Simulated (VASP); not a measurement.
Band structure of TaC (rock salt). Calculation: rev-vdW-DF2, VASP's PBE PAW potentials (set 64) (plane waves; VASP 6.6.1).

Unless said otherwise, spin-orbit coupling is left out, though it shifts the bands of the heavy elements here.

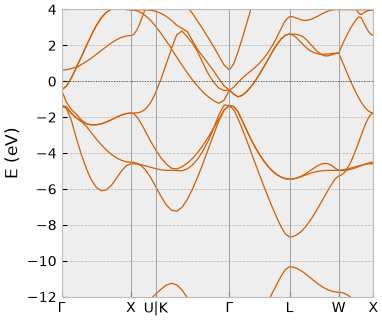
Fig. 1. Bands along high-symmetry lines, zero at the valence-band maximum or, without a gap, the Fermi level

### Question
Read the plot: is there a gap, and where are the band edges?

### Answer
It has no gap at this level: it comes out as a metal or semimetal. (Edges off the drawn lines would not show.)

The compound is TaC in the rock salt structure. It was relaxed first. The electron count is odd and the run is not spin-polarised, which forces a metal.
